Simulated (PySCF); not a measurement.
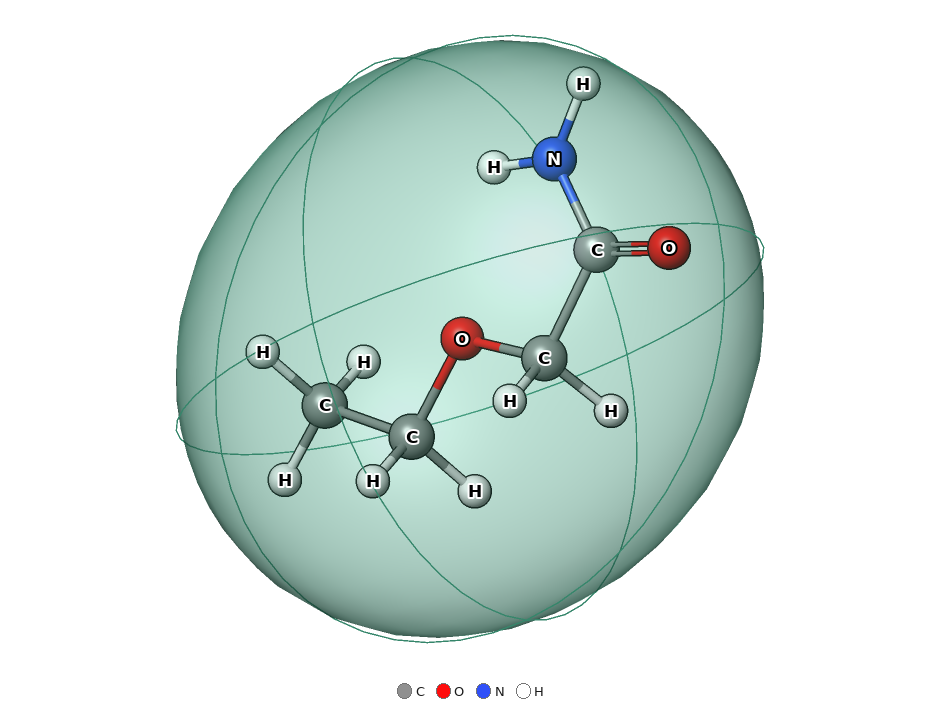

The ellipsoid shows the static dipole polarisability: its half-axes are proportional to the principal values. The computed structure is the end point of a GFN2-xTB optimisation. No frequency run is at hand to confirm it as a minimum. Method: PBE0/def2-SVPD (PySCF 2.14.0).

Give the principal values, the mean and the anisotropy.

Principal values 52.0, 68.0, 81.0 bohr³; mean 67.0 bohr³ (9.93 Å³); anisotropy 25.2 bohr³, so the longest axis is 1.56 times the shortest.
